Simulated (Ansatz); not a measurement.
Start from CaO in the rock salt structure (space group Fm-3m, No. 225; a = 4.795 Å). Axes: x, y, z lie along the cube axes.

Now apply this change: a free-standing slab of 6 layers (12 atoms, 2 a layer) is cut normal to the z axis, with 15 Å of vacuum and the in-plane cell held at bulk.

Calculations: r2SCAN (Ansatz, a first-principles code), no spin-orbit coupling.

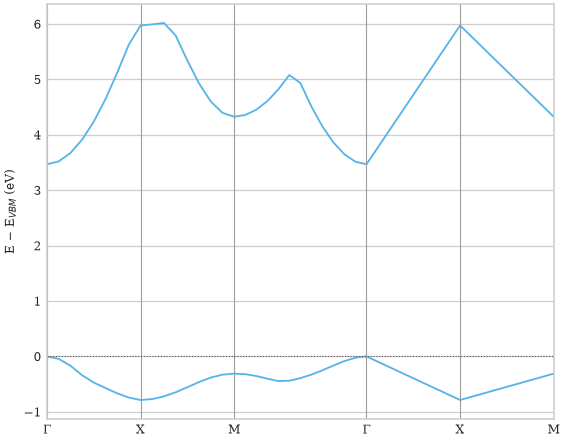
Figure: Highest valence and lowest conduction band along the path of the changed cell's own zone

Question: Read the changed gap and its character from the plot.

Answer: About 3.5 eV, direct at Γ.

No phonon test of stability was made. k-point labels follow each cell's own Brillouin zone.
